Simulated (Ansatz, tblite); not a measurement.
**Si(NCS)H3 (CH₃NSSi): rung by rung**

How do method and basis change the picture of Si(NCS)H3 (CH₃NSSi) (singlet)?

The runs use Ansatz 0.2.0, Gaussian basis; as each input shows.

Levels to be run: GFN1-xTB, GFN2-xTB, PBE-D4/def2-TZVP, r2SCAN-D4/def2-TZVP, B97M-V/def2-TZVP, ωB97X-V/def2-TZVP, B3LYP-D4/def2-TZVP, revPBE-D4/def2-TZVP, LDA/def2-TZVP, BLYP-D4/def2-TZVP, r2SCAN0-D4/def2-TZVP, PBE-D4/def2-SVP, PBE0-D4/def2-SVP, HF/STO-3G, CCSD(T)/def2-TZVPP, MP2/def2-TZVP, RPA/def2-TZVP.

## 1. The geometry

The geometry is that of the singlet, from an earlier relaxation (PBE-D4/def2-SVP).

7 atoms, charge 0, spin multiplicity 1.

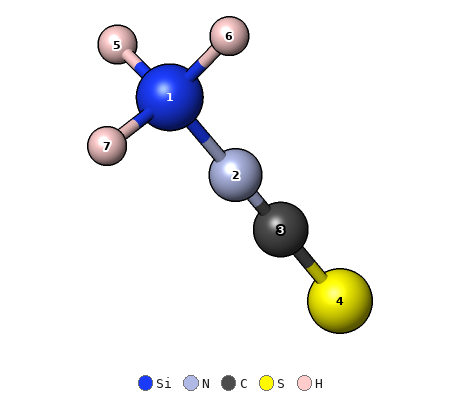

The structure; silicon blue, nitrogen light blue, carbon dark grey, sulfur yellow, hydrogen pink; atoms are numbered from 1 in the order of the file.

PBE0-D4/def2-TZVP was run before; its log isn't repeated, and its numbers join the tables.

## 2. GFN1-xTB

Tight binding, by tblite at 300 K electronic temperature and without a spin-polarisation term:

```python
tblite.interface.Calculator('GFN1-xTB', numbers, positions, charge=0, uhf=0).singlepoint()
```

Energy -340.0538 eV, HOMO -11.62 eV, LUMO -7.45 eV; 0.013 s.

## 3. GFN2-xTB

Tight binding, by tblite at 300 K electronic temperature and without a spin-polarisation term:

```python
tblite.interface.Calculator('GFN2-xTB', numbers, positions, charge=0, uhf=0).singlepoint()
```

Energy -315.3177 eV, HOMO -10.89 eV, LUMO -7.11 eV; 0.009 s.

## 4. PBE-D4/def2-TZVP

start.molden holds the orbitals of an earlier run on this state, given as this run's starting guess.

in.yaml

```yaml
crystal:
  periodic: [false, false, false]
  atoms:
    - {symbol: Si, position_ang: [-0.002069, -0.002256, -1.106672]}
    - {symbol: N, position_ang: [-0.002016, 0.008905, 0.627117]}
    - {symbol: C, position_ang: [0.002356, 0.006323, 1.835354]}
    - {symbol: S, position_ang: [0.007816, 0.003540, 3.419120]}
    - {symbol: H, position_ang: [1.418297, -0.003825, -1.591478]}
    - {symbol: H, position_ang: [-0.713512, 1.223590, -1.600052]}
    - {symbol: H, position_ang: [-0.710882, -1.236287, -1.583389]}
basis:
  gaussian: {orbitals: def2-TZVP, initial_orbitals: start.molden}
hamiltonian: {xc: pbe, dispersion: d4}
scf: {omitted_lower_state_checks: [starts]}
output: {orbitals: {seedname: orbitals}}
```

Run with:

```bash
ansatz run in.yaml --threads 4 --pin off --events-out ev --progress --plain --max-ram 3916MiB
```

Log:

```text
Functional definition: PBE
  name "PBE"
  cite "Perdew, Burke & Ernzerhof, Phys. Rev. Lett. 77, 3865 (1996) doi:10.1103/PhysRevLett.77.3865"
  parent pbe
  parameter kappa = 0.804
  parameter beta = 0.06672455060314922
  exchange = pbe_x(kappa = kappa, mu = beta*pi^2/3)
  correlation = pbe_c(beta = beta)
these checks for a lower state are left out or cut short: starts
980 factors; their error is unknown
mean field evaluation 1: about -21279.0449 eV, gradient 1.1e1 eV
mean field evaluation 2: about -21279.1464 eV, gradient 1.3e-1 eV
mean field evaluation 4: about -21279.1367 eV, gradient 1.5e-4 eV
mean field -21279.13665895 eV, -781.9938486996 hartree, gradient 6.5e-6 eV, S^2 0.000000; 0 other end points of the search recorded, 0 dependent functions left out
reference -21279.13669935 eV, -781.9938501840 hartree; 23, 23 occupied and 131, 131 virtual orbitals, 980 factors
Total energy: -21279.28443432 eV, -781.9992793444 hartree
Checks for a lower state left out: starts
```

Wall time 3.1 s (4 threads of Intel Xeon at 2.50GHz, shared host).

Report: HOMO -6.42 eV, LUMO -1.62 eV.

## 5. r2SCAN-D4/def2-TZVP

in.yaml: that of step 4 with these lines changed.

```diff
@@ -12,3 +12,3 @@
   gaussian: {orbitals: def2-TZVP, initial_orbitals: start.molden}
-hamiltonian: {xc: pbe, dispersion: d4}
+hamiltonian: {xc: r2scan, dispersion: d4}
 scf: {omitted_lower_state_checks: [starts]}
```

Same command.

Log:

```text
Functional definition: r2SCAN
  name "r2SCAN"
  cite "Furness, Kaplan, Ning, Perdew & Sun, J. Phys. Chem. Lett. 11, 8208 (2020) doi:10.1021/acs.jpclett.0c02405"
  cite "Furness, Kaplan, Ning, Perdew & Sun, J. Phys. Chem. Lett. 11, 9248 (2020) doi:10.1021/acs.jpclett.0c03077"
  parent r2scan
  parameter k0 = 0.174
  parameter k1 = 0.065
  parameter a1 = 4.9479
  exchange = r2scan_x(k0 = k0, k1 = k1, a1 = a1)
  correlation = r2scan_c
these checks for a lower state are left out or cut short: starts
980 factors; their error is unknown
mean field evaluation 1: about -21288.0279 eV, gradient 7.3e0 eV
mean field evaluation 2: about -21288.0606 eV, gradient 5.1e-2 eV
mean field evaluation 4: about -21288.0500 eV, gradient 6.4e-5 eV
mean field -21288.04997359 eV, -782.3214069710 hartree, gradient 1.4e-5 eV, S^2 0.000000; 0 other end points of the search recorded, 0 dependent functions left out
reference -21288.04998577 eV, -782.3214074185 hartree; 23, 23 occupied and 131, 131 virtual orbitals, 980 factors
Total energy: -21288.08603920 eV, -782.3227323574 hartree
Checks for a lower state left out: starts
```

Run time: 4.4 s. Hardware: 4 threads of Intel Xeon at 2.50GHz, shared host.

From the report: HOMO -6.69 eV, LUMO -1.44 eV.

## 6. B97M-V/def2-TZVP

in.yaml: that of step 5 with these lines changed.

```diff
@@ -12,4 +12,4 @@
   gaussian: {orbitals: def2-TZVP, initial_orbitals: start.molden}
-hamiltonian: {xc: r2scan, dispersion: d4}
+hamiltonian: {xc: {name: B97M-V}}
 scf: {omitted_lower_state_checks: [starts]}
-output: {orbitals: {seedname: orbitals}}
+output: {forces: true, orbitals: {seedname: orbitals}}
```

The command is unchanged.

Log (excerpt; [...] marks lines left out):

```text
Functional definition: B97M-V
  name "B97M-V"
  cite "Mardirossian & Head-Gordon, J. Chem. Phys. 142, 074111 (2015) doi:10.1063/1.4907719"
  cite "Becke, J. Chem. Phys. 107, 8554 (1997) doi:10.1063/1.475007"
  cite "Vydrov & Van Voorhis, J. Chem. Phys. 133, 244103 (2010) doi:10.1063/1.3521275"
  # Of w^i u^j: cxij and so on, Table III.
[...]
  gx(w, u) = cx00 + cx01*u + cx02*u^2 + (cx10 + cx11*u)*w
  gss(w, u) = css00 + css02*u^2 + css10*w + (css32*w^3 + css42*w^4)*u^2
  gos(w, u) = cos00 + cos01*u + cos03*u^3 + cos10*w + cos32*w^3*u^2
[...]
      + integral(e_c_pw_mod_opposite_spin*gos(b97_w_opposite, b97_u_opposite)) + vv10(b, c)
[...]
980 factors; their error is unknown
[...]
mean field -21285.91696571 eV, -782.2430203772 hartree, gradient 1.3e-5 eV, S^2 0.000000; 0 other end points of the search recorded, 0 dependent functions left out
[...]
reference -21285.91702687 eV, -782.2430226249 hartree; 23, 23 occupied and 131, 131 virtual orbitals, 980 factors
Total energy: -21285.91702687 eV, -782.2430226249 hartree
Atom 0 at    -0.002069    -0.002256    -1.106672 Å, force     0.001187     0.000189     0.468165 eV/Å
Atom 1 at    -0.002016     0.008905     0.627117 Å, force     0.006136    -0.006560     1.205819 eV/Å
Atom 2 at     0.002356     0.006323     1.835354 Å, force    -0.002823    -0.000539    -1.088139 eV/Å
Atom 3 at     0.007816     0.003540     3.419120 Å, force    -0.004184     0.003321    -1.017775 eV/Å
Atom 4 at     1.418297    -0.003825    -1.591478 Å, force    -0.373031     0.000759     0.143160 eV/Å
Atom 5 at    -0.713512     1.223590    -1.600052 Å, force     0.186710    -0.321451     0.148000 eV/Å
Atom 6 at    -0.710882    -1.236287    -1.583389 Å, force     0.186005     0.324281     0.140771 eV/Å
Dipole moment:    -0.000576    -0.001240    -0.402679 e Å
Checks for a lower state left out: starts
```

Run time: 8 s. Hardware: 4 threads of Intel Xeon at 2.50GHz, shared host.

Report: HOMO -6.73 eV, LUMO -1.40 eV.

## 7. ωB97X-V/def2-TZVP

in.yaml: that of step 6 with these lines changed.

```diff
@@ -12,4 +12,4 @@
   gaussian: {orbitals: def2-TZVP, initial_orbitals: start.molden}
-hamiltonian: {xc: {name: B97M-V}}
+hamiltonian: {xc: {name: wB97X-V}}
 scf: {omitted_lower_state_checks: [starts]}
-output: {forces: true, orbitals: {seedname: orbitals}}
+output: {orbitals: {seedname: orbitals}}
```

The command is unchanged.

Log (excerpt; [...] marks lines left out):

```text
Functional definition: wB97X-V
  name "wB97X-V"
  cite "Mardirossian & Head-Gordon, Phys. Chem. Chem. Phys. 16, 9904 (2014) doi:10.1039/C3CP54374A"
  cite "Becke, J. Chem. Phys. 107, 8554 (1997) doi:10.1063/1.475007"
  cite "Vydrov & Van Voorhis, J. Chem. Phys. 133, 244103 (2010) doi:10.1063/1.3521275"
[...]
      + integral(e_c_pw_opposite_spin*poly(b97_u_opposite, cos0, cos1)) + vv10(b, c)
[...]
990 factors; their error is unknown
226 factors; integrals over basis functions are off by at most 2.2e-5 eV
[...]
mean field -21286.99922979 eV, -782.2827928486 hartree, gradient 1.1e-5 eV, S^2 0.000000; 0 other end points of the search recorded, 0 dependent functions left out
reference -21286.99922775 eV, -782.2827927733 hartree; 23, 23 occupied and 131, 131 virtual orbitals, 990 factors
Total energy: -21286.99922775 eV, -782.2827927733 hartree
Checks for a lower state left out: starts
```

Wall time 8 s (4 threads of Intel Xeon at 2.50GHz, shared host).

From the report: HOMO -9.71 eV, LUMO 1.40 eV.

## 8. B3LYP-D4/def2-TZVP

in.yaml: that of step 7 with these lines changed.

```diff
@@ -12,3 +12,3 @@
   gaussian: {orbitals: def2-TZVP, initial_orbitals: start.molden}
-hamiltonian: {xc: {name: wB97X-V}}
+hamiltonian: {xc: {name: B3LYP}, dispersion: d4}
 scf: {omitted_lower_state_checks: [starts]}
```

Same command.

Log (excerpt; [...] marks lines left out):

```text
Functional definition: B3LYP
  name "B3LYP"
  cite "Stephens, Devlin, Chabalowski & Frisch, J. Phys. Chem. 98, 11623 (1994) doi:10.1021/j100096a001"
  cite "Becke, Phys. Rev. A 38, 3098 (1988) doi:10.1103/PhysRevA.38.3098"
  cite "Lee, Yang & Parr, Phys. Rev. B 37, 785 (1988) doi:10.1103/PhysRevB.37.785"
  cite "Vosko, Wilk & Nusair, Can. J. Phys. 58, 1200 (1980) doi:10.1139/p80-159"
[...]
999 factors; their error is unknown
[...]
mean field -21292.07159790 eV, -782.4691989385 hartree, gradient 4.4e-5 eV, S^2 0.000000; 0 other end points of the search recorded, 0 dependent functions left out
reference -21292.07185994 eV, -782.4692085683 hartree; 23, 23 occupied and 131, 131 virtual orbitals, 999 factors
Total energy: -21292.31185371 eV, -782.4780281766 hartree
Checks for a lower state left out: starts
```

Run time: 3.2 s. Hardware: 4 threads of Intel Xeon at 2.50GHz, shared host.

HOMO -7.29 eV, LUMO -0.93 eV.

## 9. revPBE-D4/def2-TZVP

in.yaml: that of step 8 with these lines changed.

```diff
@@ -12,3 +12,3 @@
   gaussian: {orbitals: def2-TZVP, initial_orbitals: start.molden}
-hamiltonian: {xc: {name: B3LYP}, dispersion: d4}
+hamiltonian: {xc: {name: revPBE}, dispersion: d4}
 scf: {omitted_lower_state_checks: [starts]}
```

Launched as before.

Log:

```text
Functional definition: revPBE
  name "revPBE"
  cite "Zhang & Yang, Phys. Rev. Lett. 80, 890 (1998) doi:10.1103/PhysRevLett.80.890"
  cite "Perdew, Burke & Ernzerhof, Phys. Rev. Lett. 77, 3865 (1996) doi:10.1103/PhysRevLett.77.3865"
  parameter kappa = 1.245
  parameter beta = 0.06672455060314922
  exchange = pbe_x(kappa = kappa, mu = beta*pi^2/3)
  correlation = pbe_c(beta = beta)
these checks for a lower state are left out or cut short: starts
980 factors; their error is unknown
mean field evaluation 1: about -21286.6435 eV, gradient 1.0e1 eV
mean field evaluation 2: about -21286.7160 eV, gradient 1.0e-1 eV
mean field evaluation 4: about -21286.7062 eV, gradient 1.2e-4 eV
mean field -21286.70624237 eV, -782.2720257595 hartree, gradient 2.0e-5 eV, S^2 0.000000; 0 other end points of the search recorded, 0 dependent functions left out
reference -21286.70629300 eV, -782.2720276199 hartree; 23, 23 occupied and 131, 131 virtual orbitals, 980 factors
Total energy: -21287.15032180 eV, -782.2883453773 hartree
Checks for a lower state left out: starts
```

It took 2.7 s on 4 threads of Intel Xeon at 2.50GHz, shared host.

Report: HOMO -6.37 eV, LUMO -1.55 eV.

## 10. LDA/def2-TZVP

in.yaml: that of step 9 with these lines changed.

```diff
@@ -12,3 +12,3 @@
   gaussian: {orbitals: def2-TZVP, initial_orbitals: start.molden}
-hamiltonian: {xc: {name: revPBE}, dispersion: d4}
+hamiltonian: {xc: lda}
 scf: {omitted_lower_state_checks: [starts]}
```

The command is unchanged.

Log:

```text
Functional definition: SPW92
  name "SPW92"
  cite "Dirac, Proc. Camb. Phil. Soc. 26, 376 (1930) doi:10.1017/S0305004100016108"
  cite "Slater, Phys. Rev. 81, 385 (1951) doi:10.1103/PhysRev.81.385"
  cite "Perdew & Wang, Phys. Rev. B 45, 13244 (1992) doi:10.1103/PhysRevB.45.13244"
  exchange = slater_x
  correlation = pw_c
these checks for a lower state are left out or cut short: starts
980 factors; their error is unknown
mean field evaluation 1: about -21199.6717 eV, gradient 3.2e1 eV
mean field evaluation 2: about -21200.0480 eV, gradient 5.7e-1 eV
mean field evaluation 4: about -21200.0403 eV, gradient 1.5e-1 eV
mean field -21200.04034507 eV, -779.0871127779 hartree, gradient 2.4e-5 eV, S^2 0.000000; 0 other end points of the search recorded, 0 dependent functions left out
reference -21200.04038257 eV, -779.0871141560 hartree; 23, 23 occupied and 131, 131 virtual orbitals, 980 factors
Total energy: -21200.04038257 eV, -779.0871141560 hartree
Checks for a lower state left out: starts
```

It took 2.2 s on 4 threads of Intel Xeon at 2.50GHz, shared host.

HOMO -6.56 eV, LUMO -1.82 eV.

## 11. BLYP-D4/def2-TZVP

in.yaml: that of step 10 with these lines changed.

```diff
@@ -12,3 +12,3 @@
   gaussian: {orbitals: def2-TZVP, initial_orbitals: start.molden}
-hamiltonian: {xc: lda}
+hamiltonian: {xc: {name: BLYP}, dispersion: d4}
 scf: {omitted_lower_state_checks: [starts]}
```

Launched as before.

Log:

```text
Functional definition: BLYP
  name "BLYP"
  cite "Becke, Phys. Rev. A 38, 3098 (1988) doi:10.1103/PhysRevA.38.3098"
  cite "Lee, Yang & Parr, Phys. Rev. B 37, 785 (1988) doi:10.1103/PhysRevB.37.785"
  parameter beta = 0.0042
  parameter a = 0.04918
  parameter b = 0.132
  parameter c = 0.2533
  parameter d = 0.349
  exchange = b88_x(beta = beta)
  correlation = lyp_c(a = a, b = b, c = c, d = d)
these checks for a lower state are left out or cut short: starts
980 factors; their error is unknown
mean field evaluation 1: about -21290.0988 eV, gradient 1.5e1 eV
mean field evaluation 2: about -21290.3091 eV, gradient 2.0e-1 eV
mean field evaluation 4: about -21290.2988 eV, gradient 2.3e-4 eV
mean field -21290.29883548 eV, -782.4040511209 hartree, gradient 1.4e-5 eV, S^2 0.000000; 0 other end points of the search recorded, 0 dependent functions left out
reference -21290.29918498 eV, -782.4040639650 hartree; 23, 23 occupied and 131, 131 virtual orbitals, 980 factors
Total energy: -21290.62556668 eV, -782.4160582710 hartree
Checks for a lower state left out: starts
```

It took 3.1 s on 4 threads of Intel Xeon at 2.50GHz, shared host.

Report: HOMO -6.24 eV, LUMO -1.47 eV.

## 12. r2SCAN0-D4/def2-TZVP

in.yaml: that of step 11 with these lines changed.

```diff
@@ -12,3 +12,3 @@
   gaussian: {orbitals: def2-TZVP, initial_orbitals: start.molden}
-hamiltonian: {xc: {name: BLYP}, dispersion: d4}
+hamiltonian: {xc: {name: r2SCAN0}, dispersion: d4}
 scf: {omitted_lower_state_checks: [starts]}
```

The command is unchanged.

Log (excerpt; [...] marks lines left out):

```text
Functional definition: r2SCAN0
  name "r2SCAN0"
  cite "Bursch, Neugebauer, Ehlert & Grimme, J. Chem. Phys. 156, 134105 (2022) doi:10.1063/5.0086040"
  cite "Furness, Kaplan, Ning, Perdew & Sun, J. Phys. Chem. Lett. 11, 8208 (2020) doi:10.1021/acs.jpclett.0c02405"
  cite "Furness, Kaplan, Ning, Perdew & Sun, J. Phys. Chem. Lett. 11, 9248 (2020) doi:10.1021/acs.jpclett.0c03077"
  parent r2scan
[...]
1006 factors; their error is unknown
[...]
mean field -21287.28485182 eV, -782.2932892644 hartree, gradient 9.6e-6 eV, S^2 0.000000; 0 other end points of the search recorded, 0 dependent functions left out
reference -21287.28486155 eV, -782.2932896220 hartree; 23, 23 occupied and 131, 131 virtual orbitals, 1006 factors
Total energy: -21287.32785720 eV, -782.2948696829 hartree
Checks for a lower state left out: starts
```

Run time: 4.7 s. Hardware: 4 threads of Intel Xeon at 2.50GHz, shared host.

HOMO -7.72 eV, LUMO -0.63 eV.

## 13. PBE-D4/def2-SVP

in.yaml: that of step 12 with these lines changed.

```diff
@@ -11,4 +11,4 @@
 basis:
-  gaussian: {orbitals: def2-TZVP, initial_orbitals: start.molden}
-hamiltonian: {xc: {name: r2SCAN0}, dispersion: d4}
+  gaussian: {orbitals: def2-SVP, initial_orbitals: start.molden}
+hamiltonian: {xc: pbe, dispersion: d4}
 scf: {omitted_lower_state_checks: [starts]}
```

The command is unchanged.

Log:

```text
Functional definition: PBE
  name "PBE"
  cite "Perdew, Burke & Ernzerhof, Phys. Rev. Lett. 77, 3865 (1996) doi:10.1103/PhysRevLett.77.3865"
  parent pbe
  parameter kappa = 0.804
  parameter beta = 0.06672455060314922
  exchange = pbe_x(kappa = kappa, mu = beta*pi^2/3)
  correlation = pbe_c(beta = beta)
these checks for a lower state are left out or cut short: starts
905 factors; their error is unknown
mean field evaluation 1: about -21269.5843 eV, gradient 7.5e0 eV
mean field evaluation 2: about -21269.7398 eV, gradient 1.3e-1 eV
mean field evaluation 4: about -21269.6788 eV, gradient 1.1e-4 eV
mean field -21269.67876902 eV, -781.6462776552 hartree, gradient 1.7e-5 eV, S^2 0.000000; 0 other end points of the search recorded, 0 dependent functions left out
reference -21269.67879937 eV, -781.6462787708 hartree; 23, 23 occupied and 56, 56 virtual orbitals, 905 factors
Total energy: -21269.82653435 eV, -781.6517079312 hartree
Checks for a lower state left out: starts
```

Wall time 1.8 s (4 threads of Intel Xeon at 2.50GHz, shared host).

Report: HOMO -6.26 eV, LUMO -1.36 eV.

## 14. PBE0-D4/def2-SVP

in.yaml: that of step 13 with these lines changed.

```diff
@@ -12,3 +12,3 @@
   gaussian: {orbitals: def2-SVP, initial_orbitals: start.molden}
-hamiltonian: {xc: pbe, dispersion: d4}
+hamiltonian: {xc: pbe0, dispersion: d4}
 scf: {omitted_lower_state_checks: [starts]}
```

The command is unchanged.

Log:

```text
Functional definition: PBE0
  name "PBE0"
  cite "Adamo & Barone, J. Chem. Phys. 110, 6158 (1999) doi:10.1063/1.478522"
  cite "Perdew, Burke & Ernzerhof, Phys. Rev. Lett. 77, 3865 (1996) doi:10.1103/PhysRevLett.77.3865"
  parent pbe
  parameter a = 0.25
  parameter kappa = 0.804
  parameter beta = 0.06672455060314922
  exchange = (1 - a)*pbe_x(kappa = kappa, mu = beta*pi^2/3) + a*exact_x
  correlation = pbe_c(beta = beta)
these checks for a lower state are left out or cut short: starts
767 factors; integrals over basis functions are off by at most 1.2e-3 eV
mean field evaluation 1: about -21271.1319 eV, gradient 4.8e0 eV
mean field evaluation 2: about -21271.1907 eV, gradient 4.5e-2 eV
mean field evaluation 4: about -21271.2695 eV, gradient 4.7e-4 eV
mean field -21271.26950564 eV, -781.7047361480 hartree, gradient 1.0e-5 eV, S^2 0.000000; 0 other end points of the search recorded, 0 dependent functions left out
reference -21271.26952859 eV, -781.7047369913 hartree; 23, 23 occupied and 56, 56 virtual orbitals, 767 factors
Total energy: -21271.39484542 eV, -781.7093423000 hartree
Checks for a lower state left out: starts
```

Run time: 2.6 s. Hardware: 4 threads of Intel Xeon at 2.50GHz, shared host.

Report: HOMO -7.44 eV, LUMO -0.51 eV.

## 15. HF/STO-3G

in.yaml: that of step 14 with these lines changed.

```diff
@@ -11,4 +11,4 @@
 basis:
-  gaussian: {orbitals: def2-SVP, initial_orbitals: start.molden}
-hamiltonian: {xc: pbe0, dispersion: d4}
+  gaussian: {orbitals: STO-3G}
+hamiltonian: {xc: hf}
 scf: {omitted_lower_state_checks: [starts]}
```

The command is unchanged.

Log:

```text
Functional definition: HF
  name "HF"
  cite "Fock, Z. Phys. 61, 126 (1930) doi:10.1007/BF01340294"
  parent pbe
  exchange = exact_x
  correlation = 0
these checks for a lower state are left out or cut short: starts
363 factors; integrals over basis functions are off by at most 3.0e-5 eV
mean field evaluation 1: about -20995.5641 eV, gradient 2.6e1 eV
mean field evaluation 2: about -20995.6058 eV, gradient 2.6e1 eV
mean field evaluation 4: about -20997.7455 eV, gradient 1.9e0 eV
mean field evaluation 8: about -20997.7609 eV, gradient 3.7e-5 eV
mean field -20997.75958605 eV, -771.6534319948 hartree, gradient 2.3e-5 eV, S^2 0.000000; 0 other end points of the search recorded, 0 dependent functions left out
reference -20997.75958605 eV, -771.6534319948 hartree; 23, 23 occupied and 8, 8 virtual orbitals, 363 factors
Total energy: -20997.75958605 eV, -771.6534319948 hartree
Checks for a lower state left out: starts
```

Run time: 0.62 s. Hardware: 4 threads of Intel Xeon at 2.50GHz, shared host.

HOMO -5.81 eV, LUMO 8.65 eV.

## 16. CCSD(T)/def2-TZVPP

in.yaml: that of step 15 with these lines changed.

```diff
@@ -11,4 +11,4 @@
 basis:
-  gaussian: {orbitals: STO-3G}
-hamiltonian: {xc: hf}
+  gaussian: {orbitals: def2-TZVPP, initial_orbitals: start.molden}
+correlation: {method: ccsd_t}
 scf: {omitted_lower_state_checks: [starts]}
```

Launched as before.

Log (excerpt; [...] marks lines left out):

```text
Functional definition: HF
  name "HF"
  cite "Fock, Z. Phys. 61, 126 (1930) doi:10.1007/BF01340294"
  parent pbe
[...]
1103 factors; integrals over basis functions are off by at most 1.3e-3 eV
[...]
mean field -21241.51120411 eV, -780.6111387376 hartree, gradient 3.4e-6 eV, S^2 0.000000; 0 other end points of the search recorded, 0 dependent functions left out
12 core orbitals not correlated: weight in the atoms' cores, before any rotation towards them, 1.000 or more for the frozen orbitals, at most 0.000 for the correlated occupied ones
reference -21241.51120411 eV, -780.6111387376 hartree; 11, 11 occupied and 165, 165 virtual orbitals, 1103 factors
second order -17.39324862 eV of doubles, -0.00000000 eV of singles
cycle   1  -17.37463894 eV  change    1.9e-2 eV  update   1.3e-1
[...]
cycle  10  -18.11721065 eV  change    1.3e-5 eV  update   1.2e-5
perturbative correction -0.98335619 eV, -0.0361376736 hartree
Total energy: -21260.61177095 eV, -781.3130716223 hartree
Checks for a lower state left out: starts
```

Wall time 39 s (4 threads of Intel Xeon at 2.50GHz, shared host); peak memory 1.9 GiB.

From the report: Hartree-Fock HOMO -10.07 eV, LUMO 2.83 eV; T1 0.017.

[end of part 1 of 2]
